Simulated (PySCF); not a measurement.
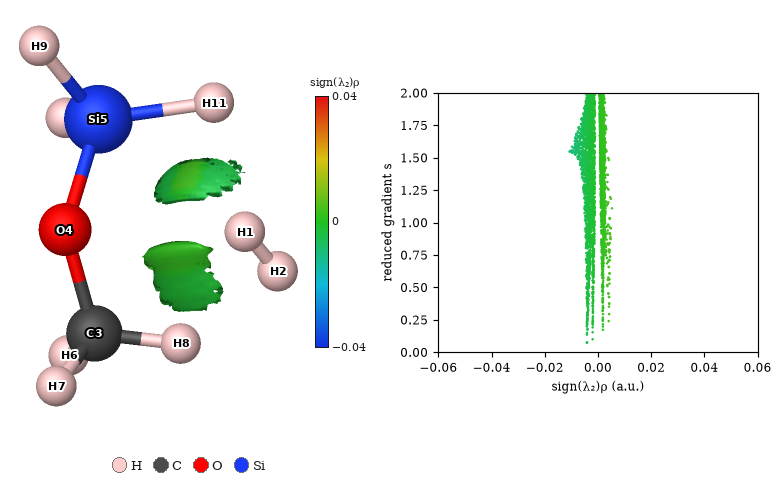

CH8OSi, SMILES `[H][H].CO[SiH3]`. Non-covalent interaction surfaces between the fragments (reduced density gradient s = 0.5, coloured by sign(λ₂)ρ in a.u.; trimmed to the region between the fragments where ρ is under 0.06 a.u.). Fragment A: H2 (atoms 1–2); fragment B: SiH6CO. The plot gives s against sign(λ₂)ρ for grid points between the fragments.

Method: HF/6-311+G**; geometry: GFN2-xTB; program: PySCF.

Coordinates in Å:

```
H1       0.0679   -2.8670    0.0068
H2      -0.3393   -3.5332    0.0081
C3      -1.6527    0.0433   -0.0040
O4      -0.4226    0.6952    0.0093
Si5      1.0767    0.0806   -0.0021
H6      -1.7671   -0.5591   -0.9092
H7      -2.4375    0.8010    0.0223
H8      -1.7590   -0.6125    0.8643
H9       1.8305    1.3215    0.0201
H10      1.3137   -0.7299   -1.2027
H11      1.3143   -0.7708    1.1697
```

Interpret the surfaces between the fragments.

Bond critical points between the fragments: H1···C3, 3.38 Å, ρ = 0.002 a.u.; H1···H11, H···H contact, 2.70 Å, ρ = 0.004 a.u., a bond path close to vanishing (ellipticity 2.5). All are weak and appear green (van der Waals range). Several contacts close a ring, whose ring point adds a part with positive λ₂ between them. The pose is a local one from a semi-empirical search, not shown to be the most stable.

How strongly are they bound?

The counterpoise-corrected interaction energy of the frozen fragments is +1.0 kcal/mol without dispersion correction and −0.4 kcal/mol with D3(BJ). The pair geometry is semi-empirical, not a minimum at this level.
